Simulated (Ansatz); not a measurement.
# ClFH3NOZr: what the fields show

Input

```
crystal:
  periodic: [false, false, false]
  atoms:
    - { symbol: Zr, position_ang: [0.0, 0.0, 0.0] }
    - { symbol: O, position_ang: [0.0, 0.0, 2.07] }
    - { symbol: H, position_ang: [-0.9095, -0.2814, 2.4071] }
    - { symbol: Cl, position_ang: [2.3764, 0.0, -0.8392] }
    - { symbol: "N", position_ang: [-1.0409, 1.8034, -0.7359] }
    - { symbol: H, position_ang: [-2.061, 1.7482, -1.0186] }
    - { symbol: H, position_ang: [-0.5204, 2.7241, -0.8065] }
    - { symbol: F, position_ang: [-0.9326, -1.6157, -0.6593] }
basis:
  gaussian: { orbitals: def2-SVP }
hamiltonian:
  xc: b3lyp
relax:
  f_tol: 0.02
  max_steps: 40
output:
  orbitals: {}
```

Command:

```sh
ansatz run input.yaml --threads 2 --pin off --max-ram 3072MiB --backend cpu --events-out ev --progress --plain --runs-dir out
```

The fields are those of the run's last geometry, not of the input's.

Core potentials replace the inner electrons of Zr.

These are results of RKS B3LYP/def2-SVP (Ansatz 0.2.0), not measurements.

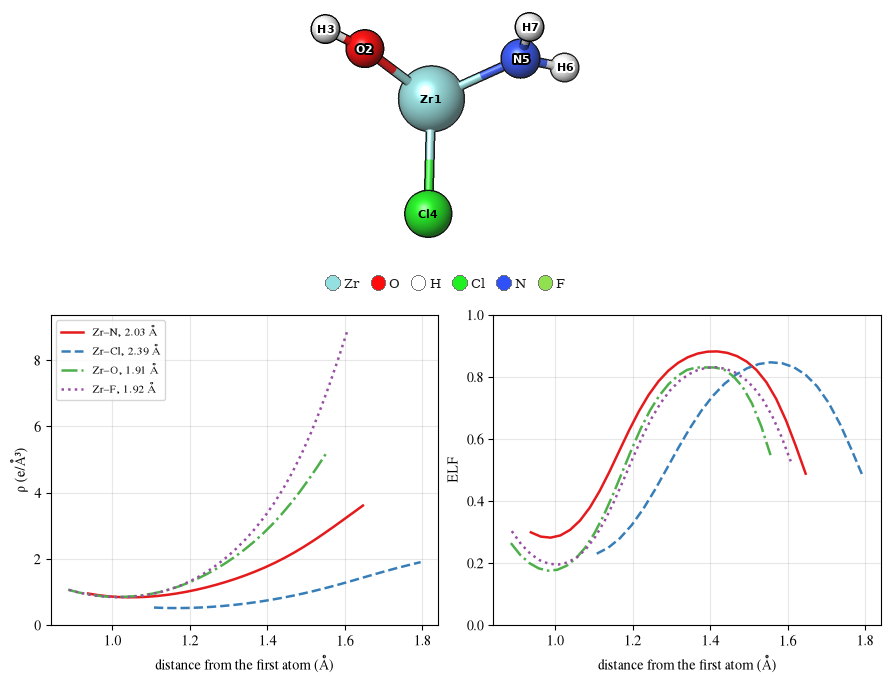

Figure 1. Electron density and ELF along straight lines between neighbouring atoms. The curves leave out the atomic cores. The structure is drawn too.

Question: Compare the contacts.

Answer: Zr–N (2.03 Å): the density is about 0.85 e/Å³ at the midpoint; the ELF peaks at about 0.90 in the valence shell of N, 0.6 Å from its nucleus, and drops to about 0.30 between the two atoms.
Zr–Cl (2.39 Å): ρ at the midpoint is about 0.52 e/Å³; the ELF peaks at about 0.85 in the valence shell of Cl, 0.8 Å from its nucleus, and is about 0.30 at the midpoint.
Zr–O (1.91 Å): ρ at the midpoint is about 0.89 e/Å³; the ELF peaks at about 0.85 in the valence shell of O, 0.6 Å from its nucleus, and drops to about 0.20 between the two atoms.
Zr–F (1.92 Å): ρ at the midpoint is about 0.89 e/Å³; the ELF peaks at about 0.85 in the valence shell of F, 0.5 Å from its nucleus, and drops to about 0.20 between the two atoms.

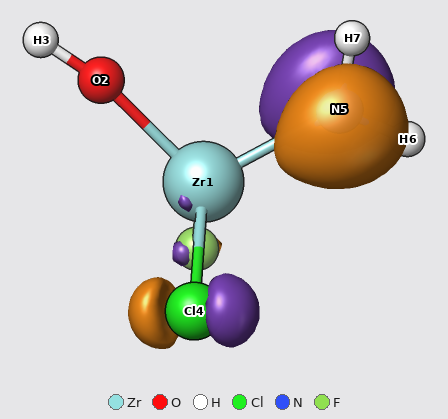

Figure 2. The HOMO at ±0.2 Å⁻³ᐟ² (orange and purple are the two phases), seen across its widest extent.

Question: What is the character of this orbital?

Answer: By Hirshfeld shares it lies mainly on N5 (about 65 %), Zr1 (about 15 %) and Cl4 (about 10 %). Its energy is −7.40 eV.
